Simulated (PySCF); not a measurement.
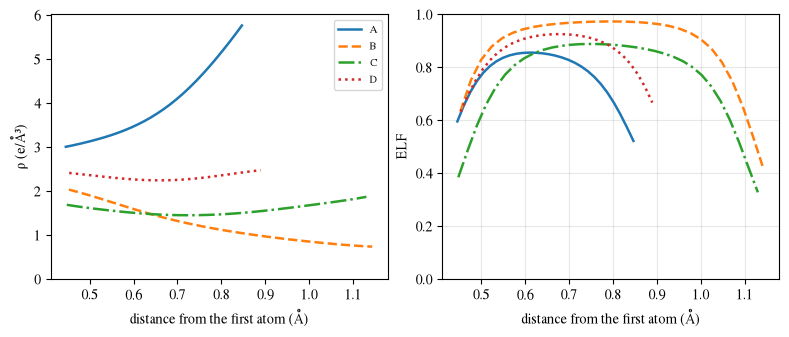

*C3H4Cl2OSi (SMILES O=C(Cl)/C=C(/[SiH3])Cl). Total electron density and electron localisation function along straight lines between neighbouring atoms. The curves leave out the atomic cores.*

Geometry: GFN2-xTB.

Level of theory: PySCF 2.14.0, PBE0/pcSseg-1, SCF density, gas phase, non-relativistic.

```tsv
atom	x (Å)	y (Å)	z (Å)
O	2.5944	1.0957	-0.7644
C	2.2057	0.1573	-0.1468
Cl	3.3949	-0.9674	0.5667
C	0.8528	-0.2666	0.1516
C	-0.2573	0.3778	-0.2446
Si	-2.0405	-0.1702	0.1480
Cl	-0.1753	1.8076	-1.1725
H	0.7454	-1.1663	0.7363
H	-1.9592	-1.4004	0.9334
H	-2.7021	-0.3842	-1.1355
H	-2.6534	0.9193	0.9017
```

Question: Which curve belongs to which contact (C–C, C–Cl, C–O and C–Si)? The first atom named is at distance zero.

Answer: Curve A: C–O (1.19 Å): the density is about 3.4 e/Å³ at the midpoint; the ELF peaks at about 0.85 between the atoms: a multiple bond. Curve B: C–Si (1.91 Å): ρ at the midpoint is about 0.91 e/Å³; the ELF peaks at about 1 between the atoms (a covalent bond). Curve C: C–Cl (1.71 Å): the density is about 1.5 e/Å³ at the midpoint; the ELF peaks at about 0.90 between the atoms: a covalent bond. Curve D: C–C (1.34 Å): ρ at the midpoint is about 2.2 e/Å³; the ELF peaks at about 0.95 between the atoms; a multiple bond.
